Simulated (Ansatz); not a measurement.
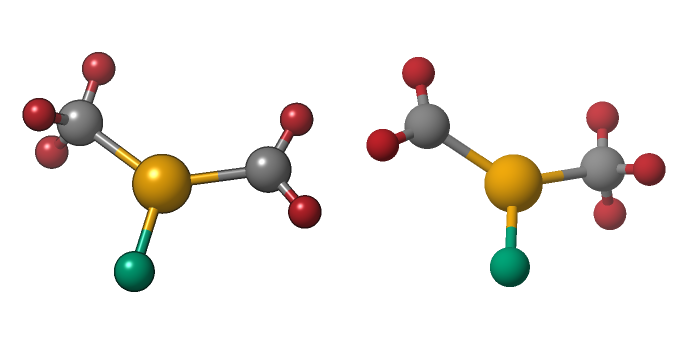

Two views of one molecule. Colours: carbon grey, gallium orange, fluorine teal, hydrogen red.

The species is neutral and a spin doublet. Computed geometry: PBE0-D4/def2-TZVP optimisation.

Description:

It has 9 atoms: 2 carbon, 5 hydrogen, 1 fluorine and 1 gallium (C₂H₅FGa). Its SMILES string is `[CH2][Ga]([CH3])[F]`. It is an open-shell species. Coordination: 1 C trigonal planar; 1 Ga trigonal planar; 1 C tetrahedral.

More results for the same structure follow; atom numbers are the same in all pictures, views and colours differ.

Shape

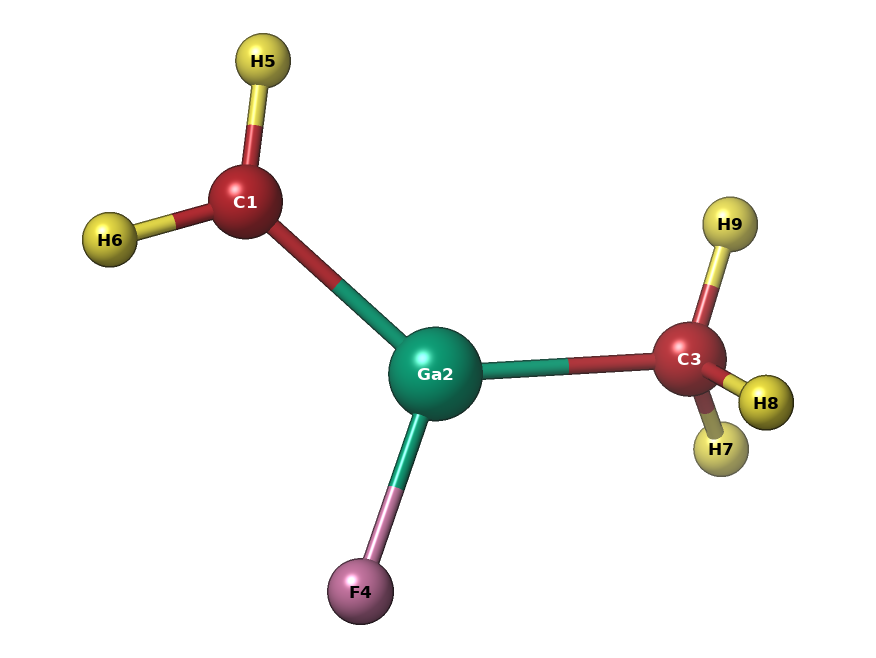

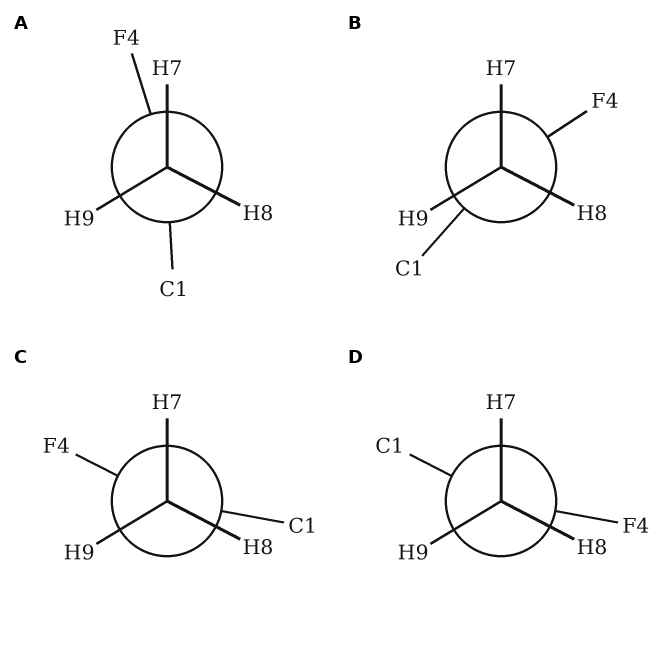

Atoms fade into the background with distance from the viewer. Bonds that would overlap in a projection are set slightly apart.

Which Newman projection shows the view along C3–Ga2, with C3 in front?

B. The torsion angle H7–C3–Ga2–F4 is 57°, synclinal (gauche).

Electronic properties

Level of theory: UKS ωB97M-V/def2-TZVPP (Ansatz 0.2.0).

Estimate the HOMO energy (Kohn–Sham orbital).

−9.45 eV.

Estimate the dipole moment.

2.80 D.

Give the ⟨S²⟩ of the determinant at this level.

0.753.

Vibrations

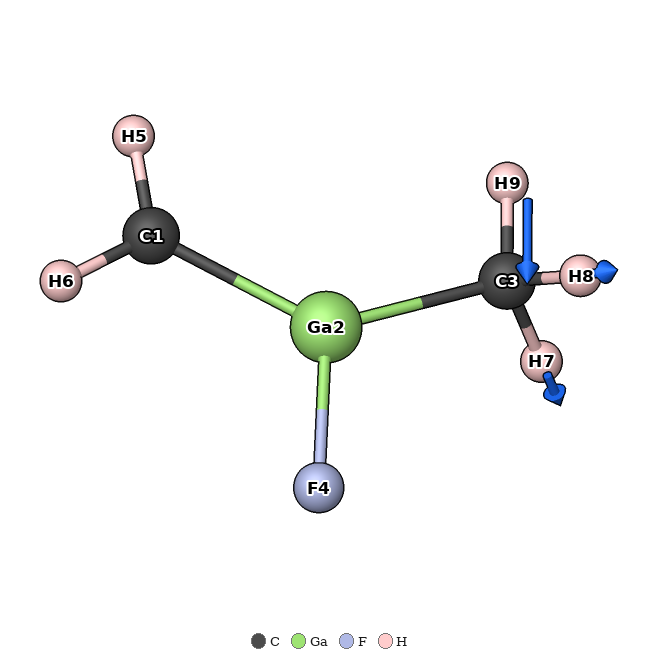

The arrows show one normal mode. Harmonic vibrations computed with UKS PBE0-D4/def2-TZVP (Ansatz 0.2.0) at a stationary point of the same level.

Describe the motion.

Mostly out-of-phase stretching of 2 C–H bonds.

Estimate its harmonic wavenumber.

3159 cm⁻¹; it is mode 20 of 21 counted from the lowest.

Charges

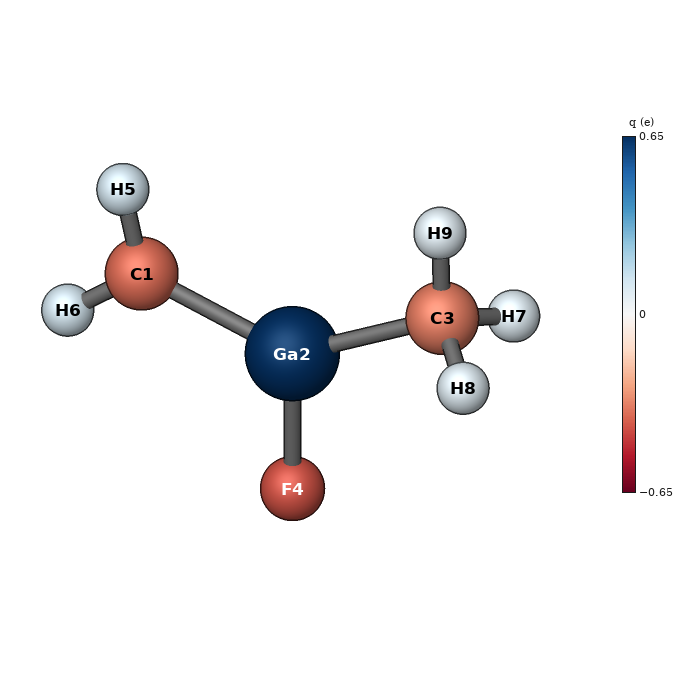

Atoms are coloured by their Mulliken charges. Level of theory: UKS r2SCAN-D4/def2-TZVPP (Ansatz 0.2.0).

List the Mulliken charges.

| atom | value (e) |
| --- | --- |
| C1 | −0.36 |
| Ga2 | 0.65 |
| C3 | −0.33 |
| F4 | −0.41 |
| H5 | 0.11 |
| H6 | 0.11 |
| H7 | 0.08 |
| H8 | 0.08 |
| H9 | 0.08 |

Mulliken values depend strongly on the basis set and can even reverse the polarity of a bond.
